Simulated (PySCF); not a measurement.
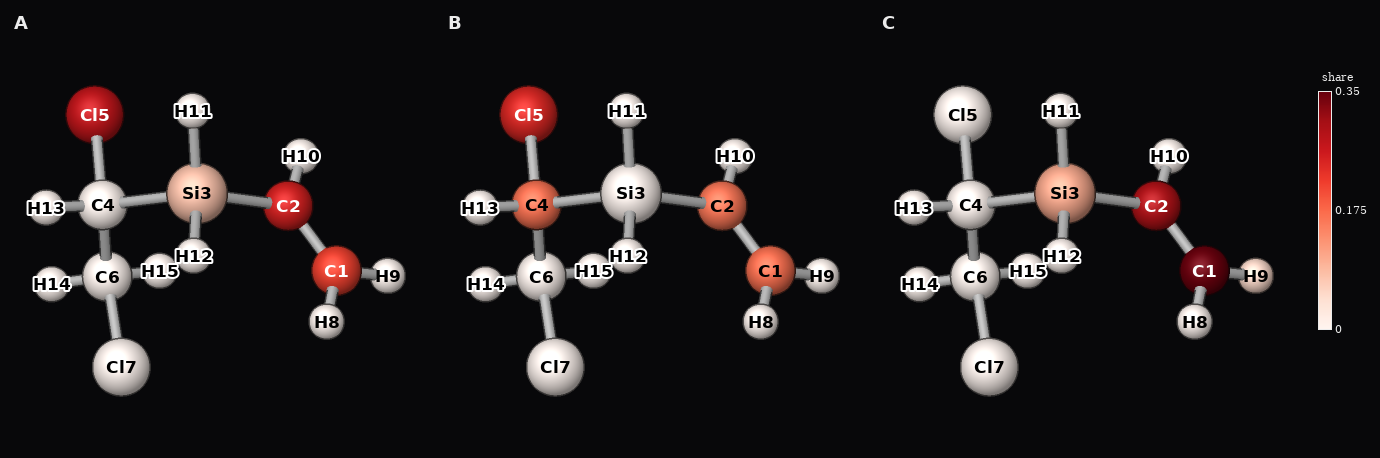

Each panel colours the atoms by their Löwdin share in one orbital (up to four of the largest shares; other atoms are shown as zero). Computed geometry: GFN2-xTB optimisation. No frequency run is at hand to confirm it as a minimum. Method: PBE0/def2-SVPD (PySCF 2.14.0).

> The panels show the HOMO−1, HOMO, LUMO, in some order. Which is which?

A: HOMO−1, −8.49 eV; Cl5 0.27, C2 0.25, C1 0.21, Si3 0.08
B: HOMO, −7.99 eV; Cl5 0.24, C1 0.17, C4 0.17, C2 0.16
C: LUMO, −0.71 eV; C1 0.35, C2 0.29, Si3 0.10, H9 0.05

The geometry is semi-empirical. Around Si such bond lengths and angles can be off by a tenth of an ångström or more and by several degrees, and values that hang on the shape move with them.
